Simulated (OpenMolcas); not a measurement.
## KCl: excited-state calculation (part 1 of 2)

KCl, computed with CASSCF/ANO-RCC-VTZP, DKH2 (OpenMolcas 26.06).

The geometry comes from this level: PBE0-D4/def2-TZVP.

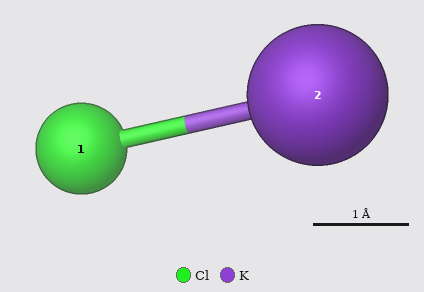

Fig. 1: The input geometry (ball-and-stick view, seen at a tilt; atoms are numbered from 1 in the order of the input). Sticks mark near contacts. Bond lengths as drawn: Cl–K 2.68 Å.

The input
```
* ClK CASSCF
>>> EXPORT MOLCAS_PRINT=2

&GATEWAY
  COORD = struct.xyz
  BASIS = ANO-RCC-VTZP
  GROUP = NoSym
  RICD

&SEWARD

&RASSCF
  FILEORB = $CurrDir/step2.RasOrb
  SPIN = 1
  NACTEL = 4 0 0
  INACTIVE = 16
  RAS2 = 5
  CIROOT = 3 3 1
  ORBLISTING = Nothing

&RASSI
  NROFJOBIPHS = 1 all
```

File struct.xyz
```
2

Cl     1.142550    -0.405560     0.575750
K     -1.142550     0.405560    -0.575750
```

Machine: 1 thread of Arm Neoverse V1, 24 GiB of memory available, shared host.

Command:
```bash
export MOLCAS_MEM=1860
pymolcas step6.inp > step6.log
```

Log
```
--- Start Module: gateway ---

                                              &GATEWAY

                       available to each process: 1.9 GB of memory, 1 thread

++    Symmetry information:
      ---------------------

                    Character Table for C1

                             E
                    a        1  x, y, xy, Rz, z, xz, Ry, yz, Rx, I
--

++    Basis set information:
      ----------------------

      Basis set label: CL.ANO-RCC...5S4P2D1F.

      Electronic valence basis set:
      ------------------
      Associated Effective Charge  17.000000 au
      Associated Actual Charge     17.000000 au
      Nuclear Model: Point charge

      Shell  nPrim  nBasis  Cartesian Spherical Contaminant
         s      17       5        X
         p      12       4        X
         d       5       2                 X
         f       4       1                 X

      Basis set label: K.ANO-RCC...6S5P2D1F.

      Electronic valence basis set:
      ------------------
      Associated Effective Charge  19.000000 au
      Associated Actual Charge     19.000000 au
      Nuclear Model: Point charge

      Shell  nPrim  nBasis  Cartesian Spherical Contaminant
         s      21       6        X
         p      16       5        X
         d       5       2                 X
         f       4       1                 X
--

++    Molecular structure info:
      -------------------------

                    ************************************************
                    **** Cartesian Coordinates / bohr, angstrom ****
                    ************************************************

     Center  Label                x              y              z                     x              y              z
        1      CL1              2.159107      -0.766397       1.088010              1.142550      -0.405560       0.575750
        2      K2              -2.159107       0.766397      -1.088010             -1.142550       0.405560      -0.575750
--

            Nuclear Potential Energy             63.67516654 au

--- Stop Module: gateway /rc=_RC_ALL_IS_WELL_ ---
--- Module gateway spent 2 seconds ---

--- Start Module: seward ---

                                              &SEWARD

                       available to each process: 1.9 GB of memory, 1 thread

               SEWARD will generate:
                  Multipole Moment integrals up to order  2
                  Kinetic Energy integrals
                  Nuclear Attraction integrals (point charge)
                  One-Electron Hamiltonian integrals
                  Velocity integrals
                  Relativistic Douglas-Kroll-Hess integrals:
                    - Parametrization         : EXP
                    - DKH order of Hamiltonian: 2
                    - DKH order of Properties : 0
                         - multipole moment operators
                         - electric potential operators
                         - contact operators
                  Orbital angular momentum around ( -0.1167   0.0414  -0.0588 )
                  Velocity quadrupole around ( -0.1167   0.0414  -0.0588 )
                  Atomic mean-field integrals
                  RI decomposed two-electron repulsion integrals stored Cholesky style
                   - acCD auxiliary basis
                   - CD Threshold:   1.00E-04

                   Integrals are discarded if absolute value <: 1.00E-14
                   Integral cutoff threshold is set to       <: 1.00E-16

            Nuclear Potential Energy             63.67516654 au

      Basis set specifications :
      Symmetry species         a
      Basis functions           72

--- Stop Module: seward /rc=_RC_ALL_IS_WELL_ ---
--- Module seward spent 1 second ---

--- Start Module: rasscf ---

                                              &RASSCF

                       available to each process: 1.9 GB of memory, 1 thread

      Header of the ONEINT file:
      --------------------------

      OrdInt status: non-squared

      Cartesian coordinates in angstrom:
      -----------------------------------------------------
      No.  Label        X            Y            Z
      -----------------------------------------------------
       1   CL1        1.14255000  -0.40556000   0.57575000
       2   K2        -1.14255000   0.40556000  -0.57575000
      -----------------------------------------------------
      Nuclear repulsion energy =   63.67516654

++    Wave function specifications:
      -----------------------------

      Number of closed shell electrons          32
      Number of electrons in active shells       4
      Max number of holes in RAS1 space          0
      Max nr of electrons in RAS3 space          0
      Number of inactive orbitals               16
      Number of active orbitals                  5
      Number of secondary orbitals              51
      Spin quantum number                      0.0
      State symmetry                             1
--

++    Orbital specifications:
      -----------------------

      Symmetry species                           1
                                                 a
      Frozen orbitals                            0
      Inactive orbitals                         16
      Active orbitals                            5
      RAS1 orbitals                              0
      RAS2 orbitals                              5
      RAS3 orbitals                              0
      Secondary orbitals                        51
      Deleted orbitals                           0
      Number of basis functions                 72
--

++    CI expansion specifications:
      ----------------------------

      Number of CSFs                            50
      Number of spin combinations               55
      Number of determinants                   100
      Number of root(s) required                 3
      Root chosen for geometry opt.              3
      CI roots used                              1     2     3
      weights                                0.333 0.333 0.333
      highest root included in the CI            3
      max. size of the explicit Hamiltonian     50
--

++    Optimization specifications:
      ----------------------------

      RASSCF algorithm: LK RI/DF
      Maximum number of macro iterations       200
      Maximum number of SX iterations          100
      Threshold for RASSCF energy            1.000E-08
      Threshold for max MO rotation          1.000E-01
      Threshold for max BLB element          1.000E-04
      Level shift parameter                  5.000E-01
      Make Quasi-Newton update
--

      The MO-coefficients are taken from the file:
      step2.RasOrb
      Title: RASSCF average (pseudo-natural) orbitals

      Total molecular charge    0.00

      ************************************************************************************************************************
      *                                            Wave function control section                                             *
      ************************************************************************************************************************

                                         RASSCF iterations: Energy and convergence statistics
                                         ----------------------------------------------------

          iter iter root      energy       change     param      element    value   shift minimum  type update hh:mm:ss
 Nr of preliminary CI iterations:   1
      Total energies have been shifted. Add                -1000.00 au
        1   1    4    0   -62.37923585    0.00E+00   2.76E-05   12  69 1  2.40E-05   0.30   0.00    SX    NO    0:00:00
        2   1    4    0   -62.37923585   -7.42E-10   1.79E-05   18  42 1 -5.22E-06   0.30   0.00    SX    NO    0:00:00
        3   1    3    0   -62.37923585    1.22E-10   1.15E-05   16  19 1 -2.63E-06   0.30   0.00    SX    NO    0:00:00
        4   1    3    0   -62.37923585   -3.95E-10   7.28E-06   16  19 1 -1.42E-06   0.30   0.00    SX    NO    0:00:00
      Convergence after  4 iterations
        5   1    3    0   -62.37923585   -5.91E-10   7.28E-06   19  22 1  7.89E-07   0.30   0.00    SX    NO    0:00:00

      ************************************************************************************************************************
                                                      Wave function printout:
                       occupation of active orbitals, and spin coupling of open shells (u,d: Spin up or down)
      ************************************************************************************************************************

      Note: transformation to natural orbitals
      has been made, which may change the order of the CSFs.

      printout of CI-coefficients larger than  0.05 for root  1
      energy=   -1062.479355
      conf/sym  11111     Coeff  Weight
             1  22000  -0.98463 0.96950
             4  2u00d   0.10323 0.01066
             6  u20d0   0.10323 0.01066
            13  20002   0.05056 0.00256
            22  02020   0.05056 0.00256

      printout of CI-coefficients larger than  0.05 for root  2
      energy=   -1062.329176
      conf/sym  11111     Coeff  Weight
             2  2ud00  -0.94756 0.89788
             5  u2d00   0.30145 0.09087
            11  20u0d  -0.06500 0.00422

      printout of CI-coefficients larger than  0.05 for root  3
      energy=   -1062.329176
      conf/sym  11111     Coeff  Weight
             2  2ud00   0.30145 0.09087
             5  u2d00   0.94756 0.89788
            21  02ud0   0.06500 0.00422

      Natural orbitals and occupation numbers for root  1
      sym 1:   1.988487   1.988487   0.000004   0.011511   0.011511

      Natural orbitals and occupation numbers for root  2
      sym 1:   1.993076   0.998255   1.000000   0.006643   0.002025

      Natural orbitals and occupation numbers for root  3
      sym 1:   0.998255   1.993076   1.000000   0.002025   0.006643

      ************************************************************************************************************************
      *                                                    Final results                                                     *
      ************************************************************************************************************************

++    Final optimization conditions:
      ------------------------------

      Average CI energy                           -1062.37923585
      RASSCF energy for state  3                  -1062.32917608
      Super-CI energy                                -0.00000000
      RASSCF energy change                           -0.00000000
      Max change in MO coefficients               5.066E-06
      Max non-diagonal density matrix element     7.277E-06
      Maximum BLB matrix element                  7.890E-07
      (orbital pair  19,  22 in symmetry   1)
      Norm of electronic gradient            9.517E-02
--

      Final state energy(ies):
      ------------------------

::    RASSCF root number  1 Total energy:  -1062.47935539
::    RASSCF root number  2 Total energy:  -1062.32917608
::    RASSCF root number  3 Total energy:  -1062.32917608
      Von Neumann Entropy (Root   1) =  0.10225

      Mulliken population analysis for root number:  1
      -----------------------------------------------

++    Molecular charges:
      ------------------

      Mulliken charges per centre
      ---------------------------

                CL1     K2
      Total   17.9921 18.0079

      N-E     -0.9921  0.9921

      Total electronic charge=   36.000000

      Total            charge=   -0.000000
--

      Expectation values of various properties for root number:  1
      -----------------------------------------------------------

++    Molecular properties:
      ---------------------

      Charge (e):
                      =   -0.0000
      Dipole Moment (debye):
      Origin of the operator (angstrom)=   -0.0617    0.0219   -0.0311
                   X= -9.8727E+00               Y=  3.5044E+00               Z= -4.9750E+00           Total=  1.1598E+01
      Quadrupole Moment (debye*angstrom):
      Origin of the operator (angstrom)=   -0.0617    0.0219   -0.0311
                  XX= -2.4263E+01              XY= -3.0512E-01              XZ=  4.3316E-01              YY= -2.5015E+01
                  YZ= -1.5376E-01              ZZ= -2.4905E+01
      In traceless form (debye*angstrom)
                  XX=  6.9630E-01              XY= -4.5768E-01              XZ=  6.4975E-01              YY= -4.3063E-01
                  YZ= -2.3063E-01              ZZ= -2.6567E-01
--

      LoProp population analysis for root number:  1
      -----------------------------------------------

++    LoProp analysis:
      ----------------

++    Static properties:
      ------------------

      LoProp Charges per center
```
